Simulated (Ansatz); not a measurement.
Geometry relaxation of WSiH₉ClO (part 2 of 2)

Continued. System: WSiH₉ClO. Method: RKS PBE-D4/def2-SVP (Ansatz 0.2.0). The input holds or restrains some coordinates. It belongs to a series of runs on one base structure; here: pulled along the bonds that form and break, towards end A.

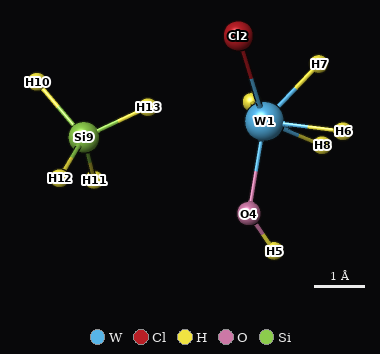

*The geometry at step 13 of the log (ball-and-stick view, seen at a tilt; atoms are numbered from 1 in the order of the input).*

### Trajectory as extended XYZ, continued
```
13
Properties=species:S:1:pos:R:3:forces:R:3 step=7 energy=-24400.36643
W    -0.2706   -0.0296    0.3938    1.0146   0.8872   0.8947
Cl   -0.3225   -0.5445    2.7086   -0.2793  -0.5556  -0.5250
H     1.2517   -0.1930   -0.3828   -0.5500  -0.1433  -0.0369
O    -0.3651    1.8007   -0.0505   -0.7788   0.1504  -1.2999
H    -0.6020    2.2054   -0.9265    0.3318  -0.2224   0.5717
H    -1.7669   -0.1383   -0.4689    0.4982  -0.4633   0.0786
H    -0.0609   -1.6903   -0.1560   -0.3417   0.4688   0.0722
H    -0.1469   -0.2382   -1.3030   -0.1822  -0.0363   0.1442
Si    2.2969    2.3155    1.3138   -0.8151  -0.9921  -0.0789
H     3.4892    1.5981    1.9091    0.1651   0.7945   0.1085
H     2.4661    2.5723   -0.1792   -0.0118  -0.0668   0.4786
H     1.4312    3.3637    1.9812    0.7564   0.2630   0.0664
H     1.2966    1.1956    1.6453    0.1928  -0.0840  -0.4742
13
Properties=species:S:1:pos:R:3:forces:R:3 step=8 energy=-24400.82799
W    -0.3219   -0.0139    0.3810    0.6224   0.6798   0.6795
Cl   -0.2487   -0.5817    2.6838   -0.2997  -0.4776  -0.5520
H     1.1652   -0.2323   -0.4125   -0.2935  -0.0625   0.0454
O    -0.4615    1.7927   -0.1316   -0.3404   0.1388  -1.1196
H    -0.5995    2.1986   -1.0289    0.1696  -0.2857   0.6783
H    -1.7553   -0.2797   -0.5105    0.2372  -0.3031   0.1341
H    -0.1541   -1.6469   -0.1699   -0.2015   0.2452   0.0736
H    -0.2172   -0.2496   -1.3001   -0.1401  -0.0512   0.0406
Si    2.3054    2.2878    1.3916   -0.0523   0.0708  -0.0372
H     3.5962    1.7450    1.9900   -0.2156   0.4996  -0.0211
H     2.4716    2.5547   -0.0897    0.0199  -0.0552   0.2565
H     1.5852    3.4631    2.0462    0.5505  -0.1591  -0.0444
H     1.3313    1.1795    1.6354   -0.0566  -0.2397  -0.1337
13
Properties=species:S:1:pos:R:3:forces:R:3 step=9 energy=-24401.09738
W    -0.3269    0.0539    0.3546    0.5736  -0.2968   0.3132
Cl   -0.1699   -0.6960    2.5969   -0.2989  -0.2367  -0.5481
H     1.0912   -0.2692   -0.5027   -0.1066  -0.0498   0.0294
O    -0.4473    1.8016   -0.3117   -0.2617   0.4086  -0.5276
H    -0.5653    2.1604   -1.2219    0.1127  -0.1705   0.3630
H    -1.7933   -0.3661   -0.3709    0.0092  -0.1581   0.0474
H    -0.2234   -1.5862   -0.1603   -0.1188   0.2562   0.2890
H    -0.3685   -0.3044   -1.3038   -0.0508   0.0892   0.1451
Si    2.3258    2.3064    1.4844    0.1831   0.3237  -0.2253
H     3.6552    1.8835    2.0704   -0.1857   0.2122  -0.0026
H     2.4602    2.5504    0.0008    0.0556   0.0041   0.1736
H     1.6793    3.5054    2.1431    0.2622  -0.1076  -0.0202
H     1.3796    1.1777    1.7059   -0.1739  -0.2745  -0.0369
13
Properties=species:S:1:pos:R:3:forces:R:3 step=10 energy=-24401.13324
W    -0.3229    0.0999    0.3062   -0.0688   0.1105   0.3671
Cl   -0.0822   -0.8299    2.4859   -0.3014   0.1547  -0.6852
H     1.0270   -0.3271   -0.6085   -0.0286  -0.0007   0.0831
O    -0.4704    1.8482   -0.4639    0.1597  -0.4645   0.0577
H    -0.5018    2.1761   -1.3894   -0.0930  -0.1716   0.2779
H    -1.8284   -0.4623   -0.2609    0.2247   0.1128   0.1516
H    -0.2893   -1.5812   -0.0032    0.0218   0.2850  -0.2811
H    -0.4921   -0.3017   -1.3261    0.0158  -0.1833   0.2021
Si    2.3353    2.3229    1.5518    0.3718   0.4360  -0.2401
H     3.6816    1.9953    2.1459   -0.1349  -0.0454  -0.0179
H     2.4737    2.5688    0.0742    0.0430   0.0314   0.0803
H     1.7608    3.5363    2.2279   -0.0276  -0.0500  -0.0169
H     1.4054    1.1722    1.7448   -0.1825  -0.2147   0.0212
13
Properties=species:S:1:pos:R:3:forces:R:3 step=11 energy=-24401.17905
W    -0.3163    0.1009    0.3056    0.2809  -0.2487   0.6914
Cl   -0.1089   -0.7735    2.4975   -0.2948  -0.0304  -0.5348
H     1.0491   -0.3212   -0.5814    0.0082  -0.0314   0.0018
O    -0.4644    1.8304   -0.4386   -0.1165   0.1292  -0.4070
H    -0.5813    2.1466   -1.3632    0.0374  -0.1236   0.3437
H    -1.8127   -0.4388   -0.2627    0.0362   0.0021   0.0421
H    -0.2813   -1.5480   -0.0907   -0.0204   0.0478   0.0323
H    -0.4694   -0.3446   -1.3082   -0.0231   0.0821   0.0027
Si    2.3408    2.3178    1.5432    0.3873   0.4885  -0.1857
H     3.6729    1.9697    2.1508   -0.0802  -0.0163  -0.0033
H     2.4995    2.5732    0.0709    0.0272   0.0122   0.0513
H     1.7588    3.5286    2.2178   -0.0006  -0.0362  -0.0151
H     1.4100    1.1763    1.7438   -0.2417  -0.2752  -0.0194
13
Properties=species:S:1:pos:R:3:forces:R:3 step=12 energy=-24401.20698
W    -0.2374    0.1095    0.2668    0.0894  -0.0612   0.7589
Cl   -0.1340   -0.7126    2.4817   -0.2678  -0.0678  -0.4886
H     1.0744   -0.3840   -0.6723    0.0349  -0.0014  -0.0039
O    -0.5296    1.8131   -0.4971    0.1632   0.0340   0.0296
H    -0.7320    2.1014   -1.4059   -0.1249  -0.0248  -0.0369
H    -1.7761   -0.4319   -0.1620    0.0891  -0.0384   0.0006
H    -0.2807   -1.5450   -0.0879   -0.0165   0.0312  -0.0031
H    -0.5052   -0.3507   -1.3242   -0.0377  -0.0148  -0.0391
Si    2.3723    2.3348    1.5744    0.3613   0.4299  -0.1774
H     3.6547    1.9068    2.2269   -0.0236   0.0106   0.0143
H     2.5999    2.6268    0.1197    0.0195   0.0080   0.0233
H     1.7863    3.5354    2.2581    0.0059  -0.0099   0.0109
H     1.4042    1.2139    1.7067   -0.2929  -0.2953  -0.0886
13
Properties=species:S:1:pos:R:3:forces:R:3 step=13 energy=-24401.21638
W    -0.1844    0.1220    0.2375    0.0810  -0.0446   0.4899
Cl   -0.1491   -0.6627    2.4717   -0.2381  -0.0396  -0.5187
H     1.1011   -0.4246   -0.7219    0.0067   0.0050   0.0509
O    -0.5385    1.8078   -0.5517   -0.3186   0.1755  -0.5917
H    -0.9183    2.0619   -1.4348    0.3164  -0.2732   0.7421
H    -1.7316   -0.4479   -0.1172    0.1031   0.0528   0.0278
H    -0.2973   -1.5349   -0.0792   -0.0204   0.0465  -0.0084
H    -0.5414   -0.3556   -1.3358    0.0090  -0.0503   0.0485
Si    2.4018    2.3426    1.6002    0.3921   0.4019  -0.1653
H     3.6441    1.8656    2.2993   -0.0557   0.0150  -0.0140
H     2.6934    2.6626    0.1618    0.0159  -0.0031   0.0440
H     1.8156    3.5393    2.2890   -0.0057  -0.0097   0.0159
H     1.4013    1.2412    1.6658   -0.2857  -0.2761  -0.1211
13
Properties=species:S:1:pos:R:3:forces:R:3 step=14 energy=-24401.22772
W    -0.1854    0.1243    0.2326    0.1843  -0.0355   0.6257
Cl   -0.1456   -0.6512    2.4699   -0.2498  -0.0485  -0.5234
H     1.1128   -0.4207   -0.7098   -0.0040  -0.0168   0.0195
O    -0.5445    1.8103   -0.5520    0.0438  -0.1004   0.2912
H    -0.9364    2.0547   -1.4063   -0.0822   0.0164  -0.2063
H    -1.7257   -0.4501   -0.1271    0.0415   0.0437   0.0182
H    -0.3090   -1.5319   -0.0786   -0.0088   0.0239  -0.0038
H    -0.5406   -0.3671   -1.3360    0.0144  -0.0115   0.0160
Si    2.4047    2.3416    1.5946    0.3905   0.4205  -0.1500
H     3.6328    1.8586    2.3122   -0.0440  -0.0011  -0.0107
H     2.7225    2.6716    0.1643    0.0108  -0.0013   0.0396
H     1.8116    3.5333    2.2861   -0.0114  -0.0072   0.0082
H     1.3996    1.2440    1.6350   -0.2850  -0.2821  -0.1241
13
Properties=species:S:1:pos:R:3:forces:R:3 step=15 energy=-24401.22851
W    -0.1296    0.1313    0.1957    0.1070  -0.0778   1.0007
Cl   -0.1588   -0.5715    2.4559   -0.2516  -0.1023  -0.5299
H     1.1578   -0.4790   -0.7302    0.0232   0.0351  -0.0227
O    -0.6188    1.8001   -0.5421    0.0597   0.0732  -0.1795
H    -1.1165    1.9790   -1.3635   -0.0065   0.0085   0.0825
H    -1.6808   -0.4160   -0.1241   -0.0116   0.0273  -0.0168
H    -0.3691   -1.5165   -0.0764    0.1084  -0.0111  -0.0141
H    -0.4980   -0.3713   -1.3607   -0.0977  -0.0743  -0.0704
Si    2.4358    2.3482    1.6003    0.3706   0.4128  -0.0520
H     3.6028    1.8195    2.3802   -0.0078  -0.0050  -0.0034
H     2.8427    2.7047    0.2033    0.0204   0.0226  -0.0161
H     1.8122    3.5231    2.2930   -0.0047  -0.0003  -0.0062
H     1.4168    1.2658    1.5536   -0.3093  -0.3087  -0.1721
13
Properties=species:S:1:pos:R:3:forces:R:3 step=16 energy=-24401.20548 accepted=F
W    -0.1507    0.1316    0.1985    0.2760   0.3328   0.9712
Cl   -0.1700   -0.5025    2.4812   -0.2736  -0.1621  -0.5554
H     1.2254   -0.3688   -0.6805   -0.2127  -0.1841  -0.1401
O    -0.6227    1.7898   -0.5766   -0.1044  -0.0694   0.0167
H    -1.1365    1.9523   -1.3902    0.0330   0.0310  -0.0270
H    -1.7136   -0.4376   -0.0708    0.1177  -0.1145  -0.1148
H    -0.2916   -1.5302   -0.0925   -0.0049   0.0581   0.0419
H    -0.5614   -0.3852   -1.3570    0.0839  -0.0225   0.0535
Si    2.4395    2.3278    1.5891    0.3880   0.4594  -0.0353
H     3.5707    1.7402    2.3777   -0.0037  -0.0206  -0.0035
H     2.8917    2.7470    0.2232    0.0169   0.0090  -0.0024
H     1.8163    3.4789    2.3217   -0.0074  -0.0081  -0.0061
H     1.3997    1.2739    1.4609   -0.3091  -0.3092  -0.1988
13
Properties=species:S:1:pos:R:3:forces:R:3 step=17 energy=-24401.23650
W    -0.1490    0.1418    0.2077    0.1731  -0.1671   0.6013
Cl   -0.1548   -0.5594    2.4682   -0.2458  -0.0933  -0.5070
H     1.1399   -0.4440   -0.7348   -0.0182   0.0432   0.0256
O    -0.6123    1.8036   -0.5688   -0.0169  -0.0247   0.0097
H    -1.1048    1.9843   -1.3910    0.0052   0.0157  -0.0201
H    -1.6947   -0.4309   -0.1149    0.0172   0.0109   0.0467
H    -0.3018   -1.5176   -0.0751   -0.0153   0.0380   0.0593
H    -0.5457   -0.3933   -1.3401    0.0325   0.0491   0.0309
Si    2.4378    2.3416    1.6010    0.3805   0.4359  -0.0651
H     3.5945    1.7953    2.3833   -0.0058  -0.0027   0.0036
H     2.8624    2.7251    0.2150    0.0063   0.0020   0.0021
H     1.8088    3.5075    2.3040   -0.0014  -0.0019   0.0044
H     1.4163    1.2635    1.5305   -0.3115  -0.3051  -0.1915
13
Properties=species:S:1:pos:R:3:forces:R:3 step=18 energy=-24401.23815
W    -0.1532    0.1437    0.2055    0.2050  -0.0347   0.7325
Cl   -0.1448   -0.5647    2.4640   -0.2467  -0.0752  -0.5012
H     1.1427   -0.4250   -0.7355   -0.0288  -0.0041   0.0007
O    -0.6188    1.8020   -0.5776    0.0056  -0.0363   0.0591
H    -1.1048    1.9797   -1.4032   -0.0217   0.0225  -0.0569
H    -1.7002   -0.4339   -0.0982    0.0141  -0.0062  -0.0049
H    -0.3024   -1.5187   -0.0538   -0.0092   0.0236  -0.0290
H    -0.5455   -0.3854   -1.3448    0.0144  -0.0191   0.0457
Si    2.4385    2.3390    1.5992    0.3815   0.4379  -0.0552
H     3.5863    1.7862    2.3901   -0.0043  -0.0035   0.0027
H     2.8782    2.7323    0.2203   -0.0004  -0.0041   0.0074
H     1.8038    3.5005    2.3044   -0.0019  -0.0024   0.0026
H     1.4168    1.2617    1.5142   -0.3076  -0.2984  -0.2036
```

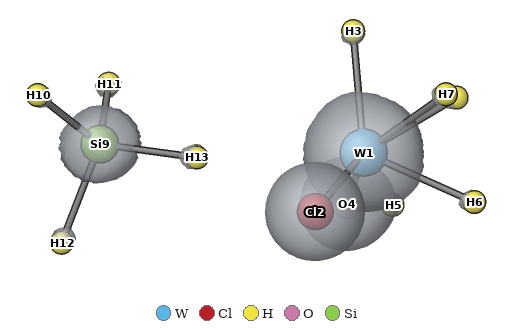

*Isosurface of the total electron density at 1.5 e/Å³ (grey), seen from the side.*

At this value the surface falls into twelve separate pieces. It is pinched off along the W···H (2.33 Å), W–O (1.89 Å) and W–Cl (2.37 Å) contacts. On the grid the lowest density along these lines, outside the cores, is 0.17 e/Å³ (W···H, 2.33 Å), 1 e/Å³ (W–O, 1.89 Å), 0.58 e/Å³ (W–Cl, 2.37 Å) and 2.3 e/Å³ (O–H, 0.97 Å).

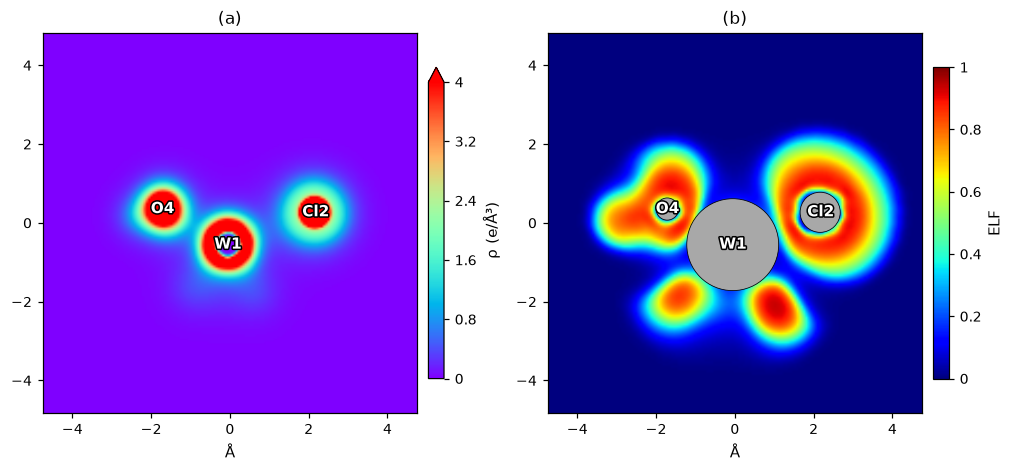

*(a) total electron density; (b) ELF on the plane of atoms Cl2, W1 and O4. Grey discs, where drawn, cover atomic cores.*

W–O (1.89 Å): ρ is about 1.1 e/Å³ halfway; the ELF peaks at about 0.85 in the valence shell of O, 0.5 Å from its nucleus, and drops to about 0.25 between the two atoms.

The run was set up as follows.

### The input
```yaml
crystal:
  periodic: [false, false, false]
  atoms:
    - { symbol: W, position_ang: [0.0, 0.0, 0.0] }
    - { symbol: Cl, position_ang: [0.0, 0.0, 2.74] }
    - { symbol: H, position_ang: [1.72, 0.0, 0.0] }
    - { symbol: O, position_ang: [0.0, 1.94, 0.0] }
    - { symbol: H, position_ang: [-0.6343, 2.2771, -0.71] }
    - { symbol: H, position_ang: [-1.72, 0.0, 0.0] }
    - { symbol: H, position_ang: [0.0, -1.72, 0.0] }
    - { symbol: H, position_ang: [0.0, 0.0, -1.72] }
    - { symbol: Si, position_ang: [1.827, 1.9032, 0.8766] }
    - { symbol: H, position_ang: [2.883, 1.2483, 1.643] }
    - { symbol: H, position_ang: [2.4126, 2.5833, -0.275] }
    - { symbol: H, position_ang: [1.1461, 2.8789, 1.7227] }
    - { symbol: H, position_ang: [1.0623, 1.1066, 2.2075] }
basis:
  gaussian: { orbitals: def2-SVP }
hamiltonian:
  xc: pbe
  dispersion: d4
relax:
  f_tol: 0.15
  max_steps: 25
  restrain:
    - { distance: [0, 8], at: 3.68, k: 30.0 }
    - { distance: [12, 1], at: 2.57, k: 30.0 }
    - { distance: [0, 1], at: 2.39, k: 30.0 }
    - { distance: [12, 8], at: 1.46, k: 30.0 }
output:
  orbitals: {}
```

Command:
```bash
ansatz run input.yaml --threads 4 --pin off --max-ram 5120MiB --backend cpu --events-out ev --progress --plain --runs-dir out
```

### Results in brief

| quantity | value |
| --- | --- |
| outcome | converged under the restraints of the input |
| total energy | −24401.2382 eV |
| mean-field energy | −24400.9197 eV |
| largest force (length of the vector) at the end, held atoms and coordinates included | 0.761 eV/Å |
| hardware | 4 threads of Intel Xeon (Granite Rapids), 32 GiB of memory available, shared host |
| wall time | 22 s (CPU time 77 s) |
| peak memory | 0.22 GiB |
